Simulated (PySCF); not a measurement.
Consider C5H2N3O2 (charge −1).

```xyz
12

C     1.4986    1.7504    2.9943
C     0.8621    1.2198    2.1033
C     0.1002    0.6014    1.0648
N    -1.2688    0.5486    1.0929
N    -1.6296   -0.0874   -0.0111
C    -0.4764   -0.3946   -0.6637
C    -0.4578   -1.1004   -1.9257
O     0.5963   -1.4194   -2.5925
O    -1.4910   -1.5158   -2.5723
N     0.6388    0.0214   -0.0201
H     2.0642    2.2151    3.7768
H    -0.4364   -1.8392   -3.2467
```

Geometry: B3LYP-D3(BJ)/def2-SVP; at this geometry the atoms fall into two loosely joined parts.

Method: CAM-B3LYP/pcSseg-1, SCF density, gas phase, non-relativistic in PySCF.

Question: Predict the electron density and electron localisation function between the atoms.

Answer: C–C (1.22 Å): ρ at the midpoint is about 2.6 e/Å³; the ELF peaks at about 0.85 between the atoms: a short, multiple covalent bond.
C–O (1.29 Å): ρ is about 2.8 e/Å³ halfway; the ELF peaks at about 0.85 between the atoms, as expected for a polar covalent bond.
N–N (1.32 Å): ρ is about 2.6 e/Å³ halfway; the ELF peaks at about 0.90 between the atoms; localised, covalent bonding.
C–N (1.34 Å): ρ at the midpoint is about 2.4 e/Å³; the ELF peaks at about 0.90 between the atoms (a covalent bond).

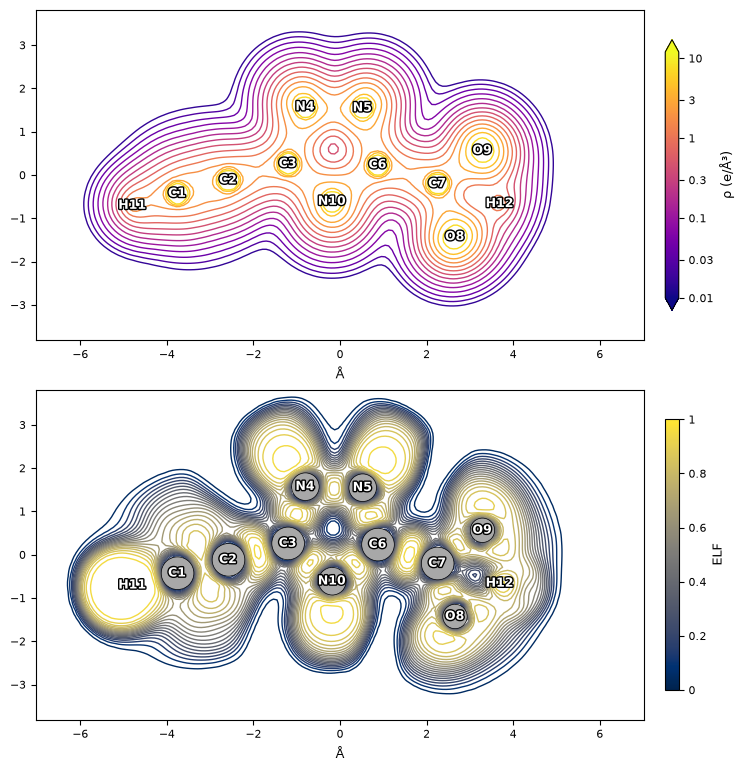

Computed electron density and electron localisation function on the molecular plane, in this order. Grey discs cover the atomic cores in the ELF map. 
